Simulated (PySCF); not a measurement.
SMILES Cc1cc[c]([GeH3])cc1 (C7H10Ge) at its GFN2-xTB optimised geometry (Å):

```
18

C     -1.8477    -2.6992    -0.0199
C     -1.0735    -1.4167     0.0000
C     -1.7365    -0.1941     0.0002
C     -1.0295     0.9917     0.0001
C      0.3610     0.9940    -0.0003
Ge     1.3454     2.6767    -0.0046
C      1.0207    -0.2276     0.0000
C      0.3149    -1.4167     0.0000
H     -2.2068    -2.9014    -1.0297
H     -2.7142    -2.6369     0.6354
H     -1.2268    -3.5347     0.2938
H     -2.8178    -0.1769     0.0014
H     -1.5608     1.9353     0.0018
H      1.0519     3.4858    -1.2288
H      0.9764     3.5347     1.1645
H      2.8178     2.4267     0.0454
H      2.1033    -0.2450     0.0017
H      0.8483    -2.3574     0.0011
```

Level of theory: CAM-B3LYP/def2-SVP in PySCF.

Map of the log10 of the electron density (e/bohr³), floored at −4 on the plane z = 0.8 Å:

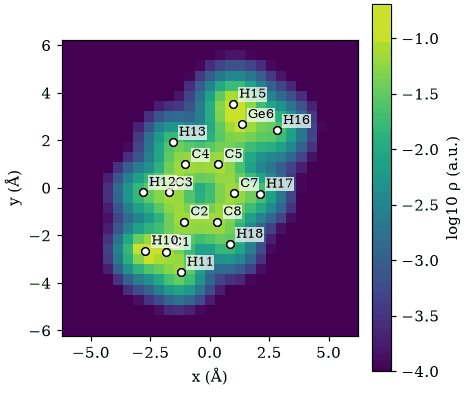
Figure. Log10 of the electron density (e/bohr³), floored at −4 on the plane z = 0.8 Å.
